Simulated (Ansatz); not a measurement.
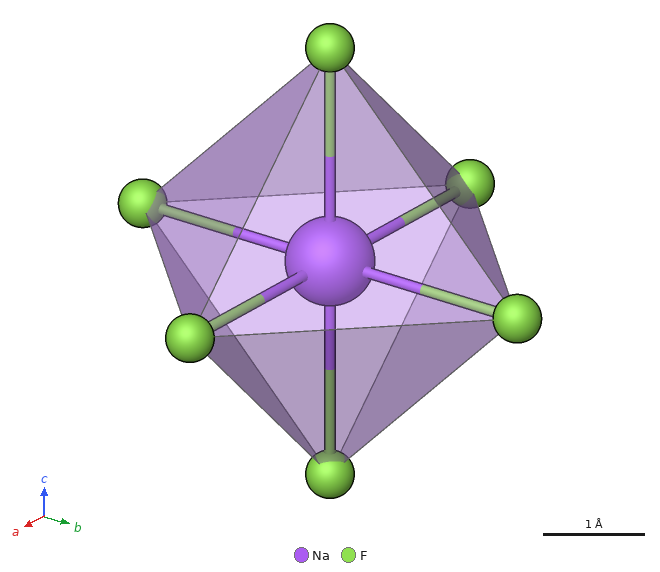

Coordination of Na in NaF (Fm-3m). Shape measures S are computed against regular polyhedra or, for capped shapes, the nearer of the equal-edge and equal-bond forms. Source: a calculation's input that goes back to an entry of the Crystallography Open Database (an earlier step may have relaxed or displaced it).

Q: Name the coordination polyhedron and say how regular it is.

A: NaF6: an essentially ideal octahedron (coordination number 6, S = 0.00; next best trigonal prism, S = 16.7).

Q: Does the central atom sit at the centroid of its ligands?

A: Yes, to within 0.01 Å; the site symmetry is m-3m.

Q: How long are the bonds?

A: 6 × Na–F 2.32 Å. The next neighbour, not counted, lies at 3.29 Å.
